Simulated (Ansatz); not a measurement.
Be (hcp, Mg type), frozen-phonon scan

Relaxed Be (hcp, Mg type):

```yaml
crystal:
  lattice:
    - [4.52945, 0.00000, 0.00000]
    - [-1.13236, 1.96131, 0.00000]
    - [0.00000, 0.00000, 3.56124]
  atoms:
    - { symbol: Be, position: [0.16667, 0.66667, 0.75000] }
    - { symbol: Be, position: [0.66667, 0.66667, 0.75000] }
    - { symbol: Be, position: [0.33333, 0.33333, 0.25000] }
    - { symbol: Be, position: [0.83333, 0.33333, 0.25000] }
```

A phonon eigenvector at M = (0.5, 0.0, 0.0) is frozen into this cell: atom i moves by Q times the vector below, so Q is the largest atomic displacement, in Å. The cell is held. (q is in reciprocal vectors of the primitive cell; the cell shown is doubled to hold the pattern.)

```json
[
 {"atom": "Be1", "x": "0.500", "y": "-0.866", "z": "0.000"},
 {"atom": "Be2", "x": "-0.500", "y": "0.866", "z": "0.000"},
 {"atom": "Be3", "x": "0.500", "y": "-0.866", "z": "0.000"},
 {"atom": "Be4", "x": "-0.500", "y": "0.866", "z": "0.000"}
]
```

Method: PBE (plane waves to 420 eV, PAW, scalar-relativistic; Ansatz, an electronic-structure program). k mesh 23×23×13 (Γ-centred), Fermi-Dirac smearing 0.05 eV. The energy includes the smearing's −TS. With partly filled bands, energies and forces of such displacements shift with the k mesh and the smearing. Be was relaxed with its symmetry unable to fall. The zero of ΔE is the undisplaced structure.

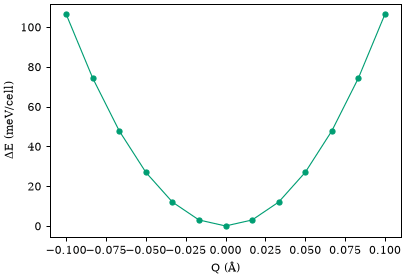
Figure: ΔE (meV/cell) against Q (Å); computed points joined by lines.

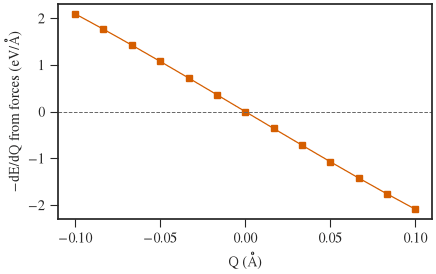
Fig. 1. −dE/dQ from forces (eV/Å) against Q (Å); one marker a computed point.

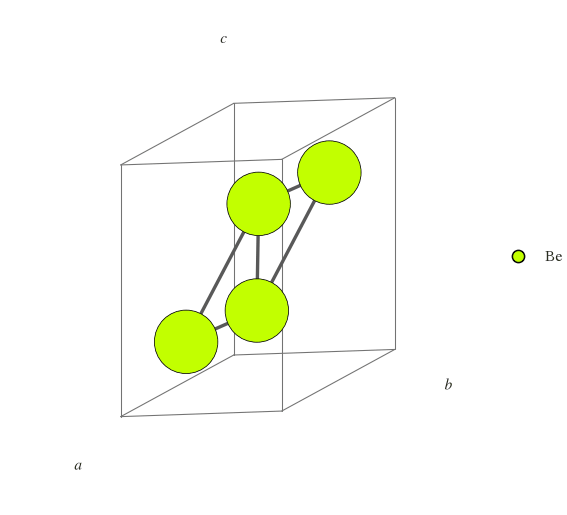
*The cell of the calculation at Q = -0.100 Å.*

The energy at Q = 0.100 Å is 106 meV/cell. Space group of the distorted cell: Pnma (No. 62), lowered from P6_3/mmc. Harmonic wavenumber from the curvature (finite differences): 404 cm⁻¹. Symmetry of the curve: even: the same for both signs. Shape of the curve: a single well with its minimum at or next to zero displacement.

E″ = 21.67 eV/Å², M = Σ mᵢ|uᵢ|² = 36.0 u, ν̃ = 521.5·√(|E″|/M).

(For displaced atoms, the force is minus the slope of the energy, and its curvature is a force constant, which sets phonon frequencies.)
